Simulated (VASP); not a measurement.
Band structure of GaP (zinc blende). Computed with PBE GGA with D4 dispersion, VASP's PBE PAW potentials (set 64) (plane waves; VASP 6.6.1).

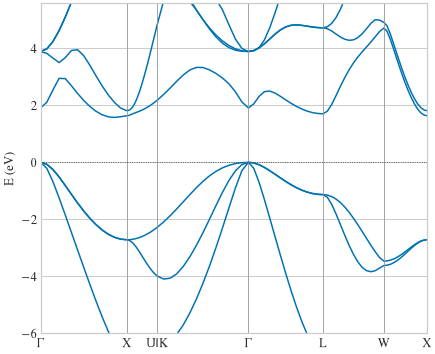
Figure. Bands along high-symmetry lines, zero at the valence-band maximum or, without a gap, the Fermi level

Question: Read the plot: is there a gap, and where are the band edges?

Answer: The gap is indirect, 1.57 eV, from the valence maximum at Γ to the conduction minimum at Γ-X at 0.86. (Edges off the drawn lines would not show.)

Measured: gap 2.43 eV (computed value off by -0.86 eV), as given by Wei Chen et al., Physical Review Materials (2018), doi:10.1103/physrevmaterials.2.073803 [zero-point renormalisation of 0.08 eV added back (the table's ZPR column)].

The compound is GaP in the zinc blende structure. It was relaxed first.
